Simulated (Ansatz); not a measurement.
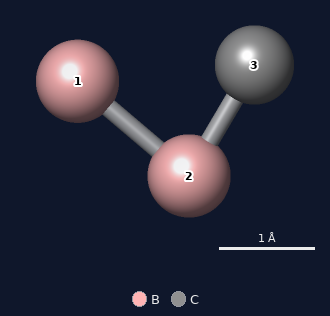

The input geometry (ball-and-stick view, seen on its broad side; atoms are numbered from 1 in the order of the input).

## Run report: CB2 (charge −1), geometry relaxation

System: CB2, charge −1, multiplicity 2.
Method: UKS PBE0-D4/def2-TZVPD (Ansatz 0.2.0).

The geometry: GFN1-xTB start. Figures and captions count atoms from 1; the log counts them from 0 in places.

**Log**
```
Functional definition: PBE0
  name "PBE0"
  cite "Adamo & Barone, J. Chem. Phys. 110, 6158 (1999) doi:10.1063/1.478522"
  cite "Perdew, Burke & Ernzerhof, Phys. Rev. Lett. 77, 3865 (1996) doi:10.1103/PhysRevLett.77.3865"
  parent pbe
  parameter a = 0.25
  parameter kappa = 0.804
  parameter beta = 0.06672455060314922
  exchange = (1 - a)*pbe_x(kappa = kappa, mu = beta*pi^2/3) + a*exact_x
  correlation = pbe_c(beta = beta)
these checks for a lower state are left out or cut short: stability, starts, cluster_reference, orbital_swaps, neighbouring_geometries, increment
504 factors; their error is unknown
mean field evaluation 1: about -2379.7859 eV, gradient 1.4e1 eV
mean field evaluation 2: about -2377.1206 eV, gradient 2.4e1 eV
mean field evaluation 4: about -2380.8828 eV, gradient 1.8e0 eV
mean field evaluation 8: about -2380.9132 eV, gradient 7.5e-2 eV
mean field evaluation 16: about -2380.9190 eV, gradient 2.1e-4 eV
mean field -2380.91899134 eV, -87.4971590867 hartree, gradient 2.8e-6 eV, S^2 0.763961; 0 other end points of the search recorded, 0 dependent functions left out
the calculation of the forces begins
reference -2380.91901825 eV, -87.4971600757 hartree; 9, 8 occupied and 102, 103 virtual orbitals, 504 factors
relax step   1: F+E_penalty+E_count = -2380.97255790 eV  Δ(F+E_penalty+E_count) = +0.000e0 eV  max|allowed force component| = 1.965e0 eV/Å  Δτ_max = 0.0000 Å  (24 SCF iters, accepted)
these checks for a lower state are left out or cut short: stability, starts, cluster_reference, orbital_swaps, neighbouring_geometries, increment
504 factors; their error is unknown
mean field evaluation 32: about -2381.2177 eV, gradient 8.3e-3 eV
mean field -2381.21765602 eV, -87.5081348116 hartree, gradient 2.4e-6 eV, S^2 0.762855; 0 other end points of the search recorded, 0 dependent functions left out
the calculation of the forces begins
reference -2381.21768297 eV, -87.5081358020 hartree; 9, 8 occupied and 102, 103 virtual orbitals, 504 factors
relax step   2: F+E_penalty+E_count = -2381.27068443 eV  Δ(F+E_penalty+E_count) = -2.981e-1 eV  max|allowed force component| = 1.933e0 eV/Å  Δτ_max = 0.0643 Å  (34 SCF iters, accepted)
these checks for a lower state are left out or cut short: stability, starts, cluster_reference, orbital_swaps, neighbouring_geometries, increment
504 factors; their error is unknown
mean field -2381.84972639 eV, -87.5313629690 hartree, gradient 1.9e-6 eV, S^2 0.816637; 0 other end points of the search recorded, 0 dependent functions left out
the calculation of the forces begins
reference -2381.84975278 eV, -87.5313639387 hartree; 9, 8 occupied and 102, 103 virtual orbitals, 504 factors
relax step   3: F+E_penalty+E_count = -2381.90271283 eV  Δ(F+E_penalty+E_count) = -6.320e-1 eV  max|allowed force component| = 2.124e0 eV/Å  Δτ_max = 0.1952 Å  (44 SCF iters, accepted)
these checks for a lower state are left out or cut short: stability, starts, cluster_reference, orbital_swaps, neighbouring_geometries, increment
504 factors; their error is unknown
mean field -2382.10543305 eV, -87.5407600154 hartree, gradient 1.6e-6 eV, S^2 0.778080; 0 other end points of the search recorded, 0 dependent functions left out
the calculation of the forces begins
reference -2382.10545864 eV, -87.5407609559 hartree; 9, 8 occupied and 102, 103 virtual orbitals, 504 factors
relax step   4: F+E_penalty+E_count = -2382.15845903 eV  Δ(F+E_penalty+E_count) = -2.557e-1 eV  max|allowed force component| = 9.364e-1 eV/Å  Δτ_max = 0.0981 Å  (31 SCF iters, accepted)
these checks for a lower state are left out or cut short: stability, starts, cluster_reference, orbital_swaps, neighbouring_geometries, increment
504 factors; their error is unknown
mean field evaluation 64: about -2381.8926 eV, gradient 1.5e-3 eV
mean field -2381.89262650 eV, -87.5329395191 hartree, gradient 1.7e-6 eV, S^2 0.778606; 0 other end points of the search recorded, 0 dependent functions left out
the calculation of the forces begins
reference -2381.89265255 eV, -87.5329404762 hartree; 9, 8 occupied and 102, 103 virtual orbitals, 504 factors
relax step   5: F+E_penalty+E_count = -2381.94567182 eV  Δ(F+E_penalty+E_count) = +2.128e-1 eV  max|allowed force component| = 2.756e0 eV/Å  Δτ_max = 0.0765 Å  (34 SCF iters, rejected (line search))
these checks for a lower state are left out or cut short: stability, starts, cluster_reference, orbital_swaps, neighbouring_geometries, increment
504 factors; their error is unknown
mean field -2382.11713187 eV, -87.5411899392 hartree, gradient 1.9e-6 eV, S^2 0.776676; 0 other end points of the search recorded, 0 dependent functions left out
the calculation of the forces begins
reference -2382.11715754 eV, -87.5411908825 hartree; 9, 8 occupied and 102, 103 virtual orbitals, 504 factors
relax step   6: F+E_penalty+E_count = -2382.17016664 eV  Δ(F+E_penalty+E_count) = -1.171e-2 eV  max|allowed force component| = 5.860e-2 eV/Å  Δτ_max = 0.0152 Å  (29 SCF iters, accepted)
these checks for a lower state are left out or cut short: stability, starts, cluster_reference, orbital_swaps, neighbouring_geometries, increment
504 factors; their error is unknown
mean field -2382.11727614 eV, -87.5411952412 hartree, gradient 1.4e-6 eV, S^2 0.776198; 0 other end points of the search recorded, 0 dependent functions left out
the calculation of the forces begins
reference -2382.11730182 eV, -87.5411961848 hartree; 9, 8 occupied and 102, 103 virtual orbitals, 504 factors
relax step   7: F+E_penalty+E_count = -2382.17031391 eV  Δ(F+E_penalty+E_count) = -1.473e-4 eV  max|allowed force component| = 1.010e-2 eV/Å  Δτ_max = 0.0024 Å  (30 SCF iters, accepted)
```

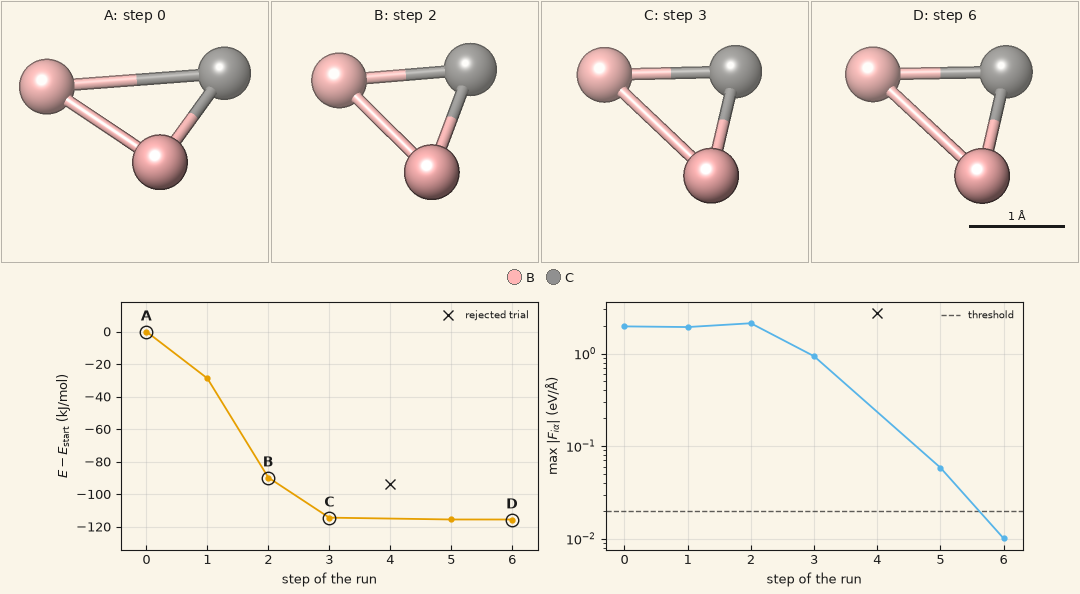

Frames of the relaxation (ball-and-stick view, seen at a tilt) above the curves, on which the letters mark them (the first geometry is step 0 here and step 1 in the log).

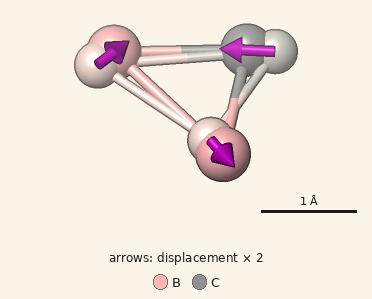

Start (faint) and end (solid) with the displacements as pink arrows, magnified 2 times (ball-and-stick view, seen at a tilt). The two geometries are laid on each other by the best rigid fit. The energy falls by 115.6 kJ/mol in 6 geometry steps. The largest force component goes from 2 to 0.01 eV/Å. The line search rejected the trial step at point 4 (counted from 0) and went back. The atom that moves furthest after the best rigid fit is C3 (0.30 Å). By element the largest moves are C 0.30 Å, B 0.24 Å. Among the contacts that change: B1–C3 1.881 → 1.403 Å, B1–B2 1.540 → 1.751 Å, B2–C3 1.367 → 1.403 Å. Among the angles that change: B1–B2–C3 80.4° → 51.4°, B1–C3–B2 53.9° → 77.2°, B2–B1–C3 45.8° → 51.4°. (Atoms are counted from 1 in the order of the input.)

```
Total energy: -2382.17033959 eV, -87.5431452868 hartree
Atom 0 at     0.809316    -0.142067     0.474073 Å, force    -0.001764    -0.007277     0.004353 eV/Å
Atom 1 at    -0.309624     0.657588    -0.609619 Å, force    -0.008017    -0.002827    -0.001690 eV/Å
Atom 2 at    -0.499692    -0.515521     0.135545 Å, force     0.009781     0.010104    -0.002663 eV/Å
Dipole moment:    -0.159240    -0.164286     0.043196 e Å
Checks for a lower state left out: stability, starts, cluster_reference, orbital_swaps, neighbouring_geometries, increment
```

**Trajectory as extended XYZ (Å, eV, eV/Å), 7 frames, from step=1 to step=7**
```
3
Properties=species:S:1:pos:R:3:forces:R:3 step=1 energy=-2380.97256
B     0.9664    0.0481    0.4115   -1.9649  -0.8179  -0.3255
B    -0.1971    0.5367   -0.4719    0.5908   1.4656  -0.7680
C    -0.7693   -0.5848    0.0604    1.3741  -0.6477   1.0935
3
Properties=species:S:1:pos:R:3:forces:R:3 step=2 energy=-2381.27068
B     0.9108    0.0159    0.4087   -1.6296  -0.9902  -0.0485
B    -0.1996    0.5682   -0.4954   -0.3030   0.5456  -0.5271
C    -0.7111   -0.5841    0.0867    1.9326   0.4446   0.5756
3
Properties=species:S:1:pos:R:3:forces:R:3 step=3 energy=-2381.90271
B     0.7525   -0.0780    0.4024    2.1240  -1.3407   1.9313
B    -0.2233    0.6368   -0.5550   -2.0460   0.9588  -1.6242
C    -0.5292   -0.5587    0.1526   -0.0780   0.3818  -0.3071
3
Properties=species:S:1:pos:R:3:forces:R:3 step=4 energy=-2382.15846
B     0.7942   -0.1402    0.4658    0.9364   0.1462   0.3281
B    -0.3011    0.6568   -0.6051   -0.1260   0.0858  -0.1190
C    -0.4931   -0.5166    0.1394   -0.8104  -0.2319  -0.2091
3
Properties=species:S:1:pos:R:3:forces:R:3 step=5 energy=-2381.94567 accepted=F
B     0.8658   -0.1240    0.4873   -2.7563  -0.6136  -0.8354
B    -0.3180    0.6301   -0.5940    0.4943   1.6356  -0.9332
C    -0.5479   -0.5061    0.1066    2.2620  -1.0220   1.7686
3
Properties=species:S:1:pos:R:3:forces:R:3 step=6 energy=-2382.17017
B     0.8078   -0.1409    0.4726    0.0586  -0.0126   0.0360
B    -0.3079    0.6568   -0.6083   -0.0272   0.0338  -0.0366
C    -0.4999   -0.5159    0.1357   -0.0314  -0.0212   0.0006
3
Properties=species:S:1:pos:R:3:forces:R:3 step=7 energy=-2382.17031
B     0.8093   -0.1421    0.4741   -0.0018  -0.0073   0.0044
B    -0.3096    0.6576   -0.6096   -0.0080  -0.0028  -0.0017
C    -0.4997   -0.5155    0.1355    0.0098   0.0101  -0.0027
```

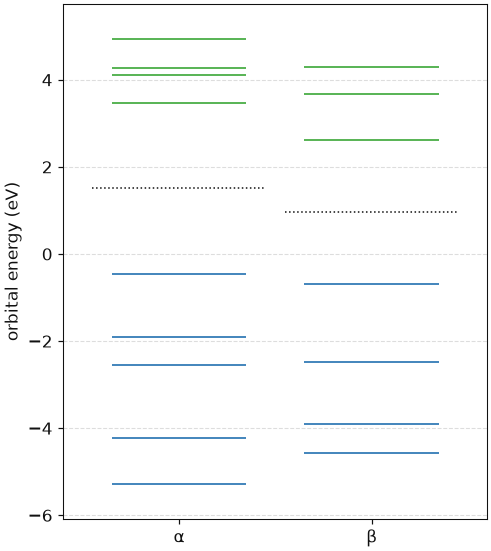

Orbital energies near the frontier for α and β spins; the dotted line parts filled from empty levels, and levels within 0.02 eV of each other stand side by side. α: highest filled −0.46 eV, lowest empty 3.48 eV, 3.94 eV apart; β: highest filled −0.70 eV, lowest empty 2.61 eV, 3.31 eV apart.

The run was set up as follows.

**Input file**
```yaml
crystal:
  periodic: [false, false, false]
  atoms:
    - {symbol: B, position_ang: [0.966380, 0.048100, 0.411500]}
    - {symbol: B, position_ang: [-0.197110, 0.536740, -0.471940]}
    - {symbol: C, position_ang: [-0.769270, -0.584840, 0.060440]}
basis:
  gaussian: {orbitals: def2-TZVPD}
total_charge: -1
magnetization: {spin_polarized: true, initial_magnetization: 1}
hamiltonian: {xc: pbe0, dispersion: d4}
scf: {lower_state_search: "off"}
output: {orbitals: {seedname: orbitals}}
relax: {f_tol: 0.02, max_steps: 100}
```

Run as:
```bash
ansatz run in.yaml --threads 4 --pin off --events-out ev --progress --plain --max-ram 3916MiB
```

**Results in brief**

- outcome: converged
- total energy: −2382.1703 eV
- mean-field energy: −2382.1173 eV
- dispersion energy: −0.0530 eV
- ⟨S²⟩: 0.776
- HOMO (either spin): −0.46 eV
- LUMO (either spin): 2.61 eV
- largest force (length of the vector) at the end: 0.014 eV/Å
- hardware: 4 threads of Arm Neoverse V2, 23 GiB of memory available, shared host
- wall time: 3.9 s (CPU time 14 s)
- peak memory: 0.16 GiB
